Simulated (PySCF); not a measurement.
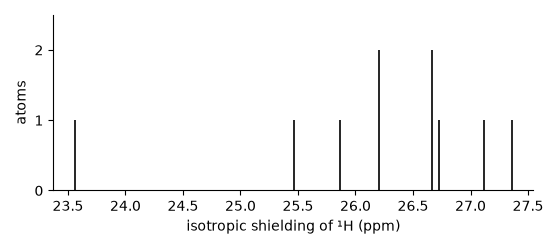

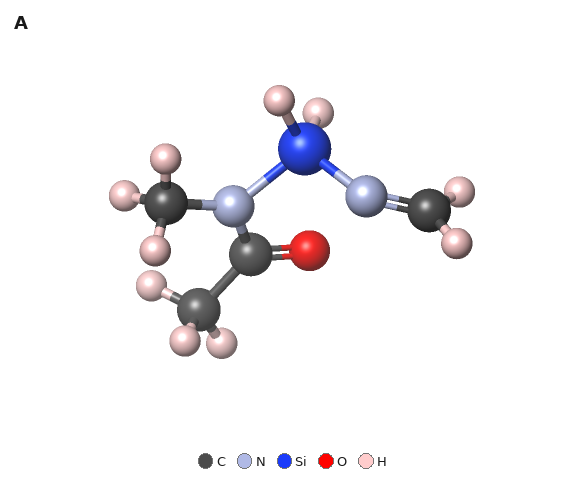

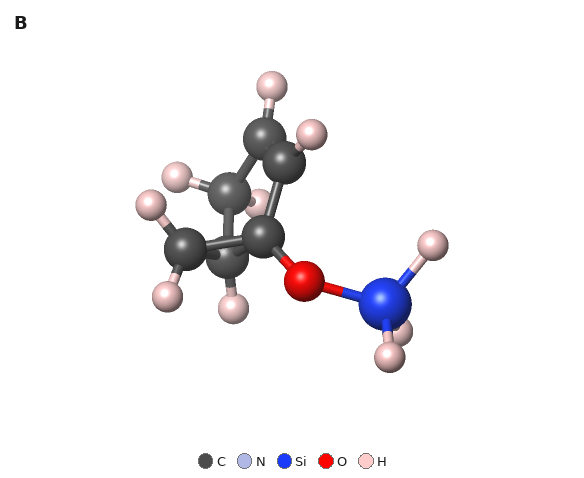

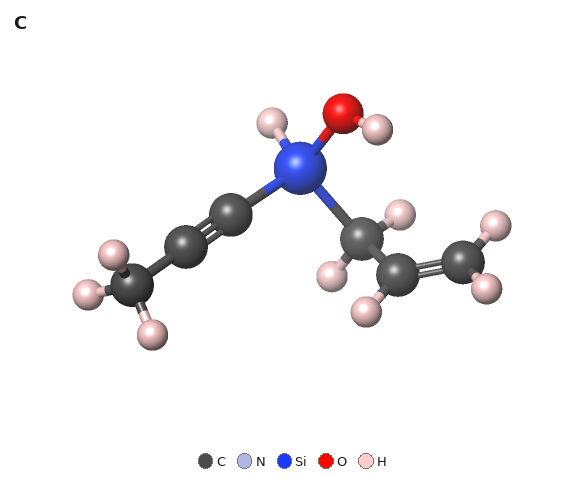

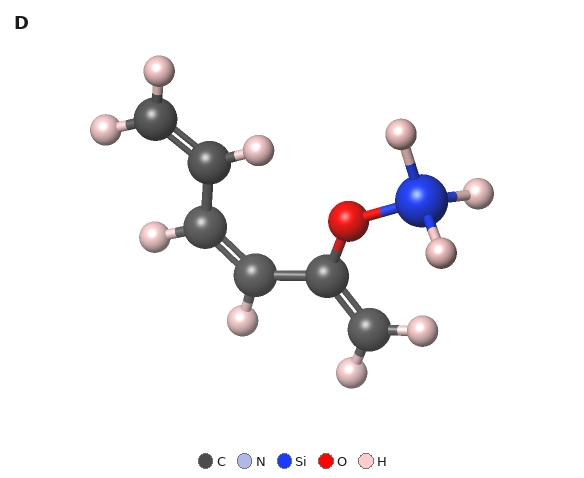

The sticks are computed shieldings of one of the molecules, for one fixed geometry (GFN2-xTB) without averaging over rotations. Low shielding means a high chemical shift. Method: GIAO PBE0/pcSseg-1 NMR shielding, non-relativistic, gas phase (PySCF 2.14.0).

Question: Match the spectrum to a structure.

Answer: D, `C=C/C=C\C(=C)O[SiH3]`. Its 10 H atoms give lines at 23.56, 25.47, 25.86, 26.20 (2 atoms), 26.67 (2 atoms), 26.73, 27.12, 27.36 ppm.

The geometry is semi-empirical. Around Si such bond lengths and angles can be off by a tenth of an ångström or more and by several degrees, and values that hang on the shape move with them.
